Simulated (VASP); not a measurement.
Band structure of MoS2 (2H layered). Method: PBE GGA with D3 dispersion (Becke-Johnson damping), VASP's PBE PAW potentials (set 64) (plane waves; VASP).

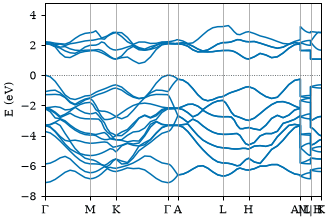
Figure. Bands along high-symmetry lines, zero at the valence-band maximum or, without a gap, the Fermi level

Problem. Read the plot: is there a gap, and where are the band edges?

Solution. The gap is indirect, 0.77 eV, from the valence maximum at Γ to the conduction minimum at K-Γ at 0.44. (Edges off the drawn lines would not show.)

Measured: gap 1.29 eV (computed value off by -0.52 eV), as given by Wei Chen et al., Physical Review Materials (2018), doi:10.1103/physrevmaterials.2.073803.

The compound is MoS2 in the 2H layered structure. It was relaxed first.
